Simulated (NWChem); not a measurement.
# C2HClFIn (SMILES C#[C][In]([F])[Cl]) at 5 levels

Wanted: a comparison of 5 runs (HF/STO-3G, HF/3-21G, PBE/def2-SVP, r2SCAN/def2-SVP, MP2/def2-SVP) of C2HClFIn. 

Program for the calculation: NWChem 7.3.0.

**1. The system as given**

The species is C2HClFIn (6 atoms), meant as a singlet with charge 0. SMILES: `C#[C][In]([F])[Cl]`. The shape is that of a PBE0-D4/def2-TZVP optimisation.

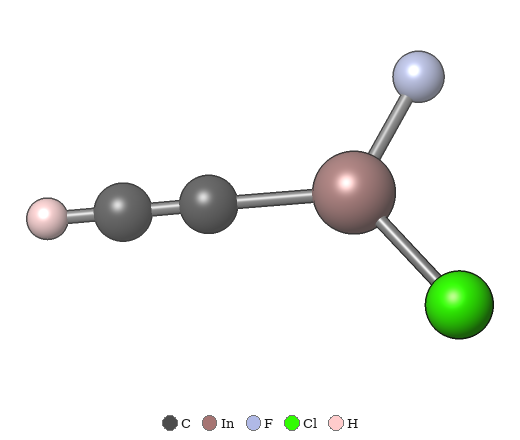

Viewed from a chosen angle; carbon dark grey, indium brown, fluorine light blue, chlorine green, hydrogen pink.

**2. Energy and forces at HF/STO-3G (run 1)**

Input file c2hclfin.nw:

```
start c2hclfin
title "C2HClFIn"
memory 2200 mb

geometry units angstrom noautosym nocenter noautoz
  C     1.088300    0.340300    1.700800
  C     0.438900    0.120100    0.708700
  In   -0.655800   -0.235700   -0.984700
  F    -1.773600   -1.806600   -1.123700
  Cl   -0.759200    1.049500   -2.880900
  H     1.661500    0.532400    2.579900
end

basis "ao basis" spherical bse
  * library STO-3G
end

scf
  thresh 1e-08
  maxiter 80
end

task scf gradient
```

Started as:

```sh
nwchem c2hclfin.nw > c2hclfin.out
```

What it wrote:

```text
[...]
  functions       =    52
[...]
  wavefunction    = RHF
[...]
         Total SCF energy =  -6310.922813264485
      One-electron energy =  -9793.236659205133
      Two-electron energy =   2954.716991330394
 Nuclear repulsion energy =    527.596854610255
        Time for solution =     11.1s
[...]
                         RHF ENERGY GRADIENTS
    atom               coordinates                        gradient
                 x          y          z           x          y          z
   1 C       2.056589   0.643074   3.214046    0.040876   0.014229   0.061921
   2 C       0.829401   0.226956   1.339249   -0.025722  -0.012229  -0.034639
   3 In     -1.239282  -0.445408  -1.860813    0.004910   0.020620  -0.017467
   4 F      -3.351618  -3.413979  -2.123485   -0.018120  -0.026027  -0.001510
   5 Cl     -1.434680   1.983267  -5.444112   -0.001716   0.003280  -0.007706
   6 H       3.139780   1.006090   4.875304   -0.000229   0.000126  -0.000599
[...]
```

It took 17 s on 1 thread of Intel Xeon Platinum 8259CL at 2.50GHz (Skylake/Cascade Lake), shared host; peak memory 0.1 GiB.

**3. Energy and gradient at HF/3-21G (run 2)**

Input file run.py:

```python
from ase import Atoms
from ase.calculators.nwchem import NWChem

system = Atoms(['C', 'C', 'In', 'F', 'Cl', 'H'], positions=[
    [1.088300, 0.340300, 1.700800],
    [0.438900, 0.120100, 0.708700],
    [-0.655800, -0.235700, -0.984700],
    [-1.773600, -1.806600, -1.123700],
    [-0.759200, 1.049500, -2.880900],
    [1.661500, 0.532400, 2.579900],
])

calc = NWChem(
    label='nw',
    theory='scf',
    memory='2200 mb',
    basis='3-21G',
    basispar='spherical bse',
    scf={'nopen': '0', 'rhf': None, 'thresh': '1e-08', 'maxiter': '80'},
)
system.calc = calc

forces = system.get_forces()
e = system.get_potential_energy()
print(f"E = {e:.6f} eV")
print("forces (eV/A):")
for s, f in zip(system.symbols, forces):
    print(f"{s:2s} {f[0]:10.5f} {f[1]:10.5f} {f[2]:10.5f}")
print("dipole (e A):", system.get_dipole_moment().round(4))
```

Started as:

```sh
export ASE_NWCHEM_COMMAND="nwchem PREFIX.nwi > PREFIX.nwo"
python run.py
```

What it wrote:

```text
E = -172707.671619 eV
forces (eV/A):
C    -0.24976   -0.08824   -0.37363
C     0.90066    0.33969    1.32864
In   -0.80028   -1.82528    0.82368
F     0.50512    0.68217    0.09919
Cl   -0.03065    1.00288   -1.38094
H    -0.32519   -0.11123   -0.49689
dipole (e A): [0.4444 0.109  0.7338]
```

The calculator wrote nw.nwi:

```
title "nw"

permanent_dir nw

scratch_dir nw

start nw

geometry units angstrom nocenter noautosym noautoz
  C  1.0883000000000000e+00 3.4029999999999999e-01 1.7008000000000001e+00
  C  4.3890000000000001e-01 1.2010000000000000e-01 7.0870000000000000e-01
  In -6.5580000000000005e-01 -2.3569999999999999e-01 -9.8470000000000002e-01
  F  -1.7736000000000001e+00 -1.8066000000000000e+00 -1.1236999999999999e+00
  Cl -7.5919999999999999e-01 1.0495000000000001e+00 -2.8809000000000000e+00
  H  1.6615000000000000e+00 5.3239999999999998e-01 2.5798999999999999e+00
end

memory 2200 mb

basis spherical bse noprint
   * library 3-21G
end

scf
  nopen 0
  rhf
  thresh 1e-08
  maxiter 80
end

task scf gradient
```

nw.nwo:

```text
Northwest Computational Chemistry Package (NWChem) 7.3.0
             --------------------------------------------------------

           Job information
           ---------------

    nwchem branch   = 7.3.0
    use scalapack   = T
    input           = nw.nwi
    prefix          = nw.
    data base       = nw/nw.db
    status          = startup
    nproc           =        1

           Memory information
           ------------------

[... 5 lines left out ...]
    hardfail = no
[... 132 lines left out ...]
         Quadratically convergent ROHF
[... 15 lines left out ...]
       Final RHF  results
[... 4 lines left out ...]
      Two-electron energy =   2943.347841325027
[... 63 lines left out ...]
                       ROHF Final Molecular Orbital Analysis
[... 296 lines left out ...]
                 ----------------------------------------
                 |  Time  |  1-e(secs)   |  2-e(secs)   |
                 ----------------------------------------
                 |  CPU   |       0.01   |       4.84   |
                 ----------------------------------------
                 |  WALL  |       0.01   |       4.84   |
                 ----------------------------------------

 Task  times  cpu:       18.4s     wall:       18.4s
 Total times  cpu:       18.4s     wall:       18.4s
```

Run time: 20 s. Hardware: 1 thread of Intel Xeon Platinum 8259CL at 2.50GHz (Skylake/Cascade Lake), shared host; peak memory 0.1 GiB.

Run 3 isn't shown in full; the table further down has it.

**4. Energy and gradient at r2SCAN/def2-SVP (core potential) (run 4)**

Input file c2hclfin.nw:

```
start c2hclfin
memory stack 880 mb heap 220 mb global 1100 mb
charge 0

geometry units angstrom noautosym nocenter noautoz
  C        1.088300       0.340300       1.700800
  C        0.438900       0.120100       0.708700
  In      -0.655800      -0.235700      -0.984700
  F       -1.773600      -1.806600      -1.123700
  Cl      -0.759200       1.049500      -2.880900
  H        1.661500       0.532400       2.579900
end

basis spherical bse
  * library def2-SVP
end

ecp bse
  In library def2-SVP
end

dft
  xc r2scan
  grid fine
  convergence energy 1e-08
  iterations 100
  mulliken
end

task dft gradient
```

Started as:

```sh
nwchem c2hclfin.nw > c2hclfin.out
```

What it wrote:

```text
[...]
          Wavefunction type:  closed shell.
          No. of atoms     :     6
          No. of electrons :    60
[...]
          Charge           :     0
          Spin multiplicity:     1
[...]
          AO basis - number of functions:    91
[...]
              XC Information
              --------------
                      r^2SCAN Method XC Functional
               r^2SCAN metaGGA Exchange Functional  1.000
                     r^2SCAN Correlation Potential  1.000
[...]
 d= 0,ls=0.0,diis     1   -826.5412097174 -1.10D+03  3.04D-02  8.73D-01     3.5
[...]
 d= 0,ls=0.0,diis    12   -826.6556631660 -3.55D-09  3.58D-07  6.06D-10    32.4
         Total DFT energy =     -826.655663166019
      One electron energy =    -1759.509353944983
           Coulomb energy =      724.886643095574
    Exchange-Corr. energy =      -66.621202600112
 Nuclear repulsion energy =      274.588250283502
[...]
  wavefunction    = closed shell
                         DFT ENERGY GRADIENTS
    atom               coordinates                        gradient
                 x          y          z           x          y          z
   1 C       2.056589   0.643074   3.214046   -0.012564  -0.004229  -0.019258
   2 C       0.829401   0.226956   1.339249    0.013654   0.004128   0.021534
   3 In     -1.239282  -0.445408  -1.860813   -0.002064   0.000680  -0.004977
   4 F      -3.351618  -3.413979  -2.123485    0.004833   0.006648   0.000793
   5 Cl     -1.434680   1.983267  -5.444112    0.000266  -0.005881   0.008270
   6 H       3.139780   1.006090   4.875304   -0.004124  -0.001346  -0.006362
[...]
```

Wall time 45 s (1 thread of Intel Xeon Platinum 8259CL at 2.50GHz (Skylake/Cascade Lake), shared host); peak memory 0.12 GiB.

**5. Energy and forces at MP2/def2-SVP (core potential) (run 5)**

Input file nw.nw:

```
start nw
title "C2HClFIn"
memory total 2200 mb

geometry noautosym nocenter noautoz
C     1.088300    0.340300    1.700800
C     0.438900    0.120100    0.708700
In   -0.655800   -0.235700   -0.984700
F    -1.773600   -1.806600   -1.123700
Cl   -0.759200    1.049500   -2.880900
H     1.661500    0.532400    2.579900
end

basis spherical bse
* library def2-SVP
end

ecp bse
In library def2-SVP
end

scf
singlet
rhf
thresh 1e-08
maxiter 80
end

mp2
freeze core 12
tight
end

task mp2 gradient
```

Started as:

```sh
nwchem nw.nw > nw.out
```

What it wrote:

```text
[...]
  functions       =    91
[...]
  wavefunction    = RHF
[...]
         Total SCF energy =   -824.193856672051
      One-electron energy =  -1759.218696945349
      Two-electron energy =    660.436589989796
 Nuclear repulsion energy =    274.588250283502
        Time for solution =     29.1s
[...]
          Total MP2 energy          -824.836517429203
[...]
                         mp2 ENERGY GRADIENTS
    atom               coordinates                        gradient
                 x          y          z           x          y          z
   1 C       2.056589   0.643074   3.214046   -0.026065  -0.008740  -0.039972
   2 C       0.829401   0.226956   1.339249    0.023568   0.007457   0.036724
   3 In     -1.239282  -0.445408  -1.860813    0.000040   0.000110  -0.000073
   4 F      -3.351618  -3.413979  -2.123485    0.006211   0.008884   0.000570
   5 Cl     -1.434680   1.983267  -5.444112    0.000036  -0.006457   0.008574
   6 H       3.139780   1.006090   4.875304   -0.003791  -0.001255  -0.005823
[...]
```

Wall time 73 s (1 thread of Intel Xeon Platinum 8259CL at 2.50GHz (Skylake/Cascade Lake), shared host); peak memory 0.34 GiB.

**6. The series**

```tsv
run	level	iteration cap	module	energy (Eh)	dipole moment (D)	HOMO energy (eV)	LUMO energy (eV)	wall time
1	HF/STO-3G	80	scf	-6310.922813	2.59	-8.87	4.88	17 s
2	HF/3-21G	80	scf	-6346.889918	4.15	-11.67	0.87	20 s
3	PBE/def2-SVP (core potential)	100	dft	-826.320136	2.93	-7.57	-2.66	40 s
4	r2SCAN/def2-SVP (core potential)	100	dft	-826.655663	3.16	-7.92	-2.46	45 s
5	MP2/def2-SVP (core potential)	80	mp2	-824.836517	3.16	-11.69	0.90	73 s
```

**7. What came out**

```
                                                      quantity          value
                                           run 5: total energy  -824.83652 Eh
run 5: dipole moment (of the density that the program reports)         3.16 D
                    run 5: HOMO energy (Hartree–Fock orbitals)      -11.69 eV
                    run 5: LUMO energy (Hartree–Fock orbitals)        0.90 eV
                  run 5: HOMO–LUMO gap (Hartree–Fock orbitals)       12.60 eV
           run 5: correlation energy (12 core orbitals frozen)     -642.7 mEh
                               run 5: largest force on an atom     2.495 eV/Å
```

What this shows: The dipole moment (its size) runs from 2.59 D (HF/STO-3G) to 4.15 D (HF/3-21G). Over runs 1, 2, 3, 4 the HOMO–LUMO gap runs from 4.92 eV (PBE/def2-SVP) to 13.76 eV (HF/STO-3G). The two ends differ in method and basis and core potential. Totals of different functionals can't be ranked against each other. Some runs of one species differ in core potentials or relativity; totals across that change don't compare. In run 1 the basis is minimal, so the values are rough. In runs 1, 2 relativity is left out where basis or elements ask for it. All runs together took 3.2 min, the longest 73 s.
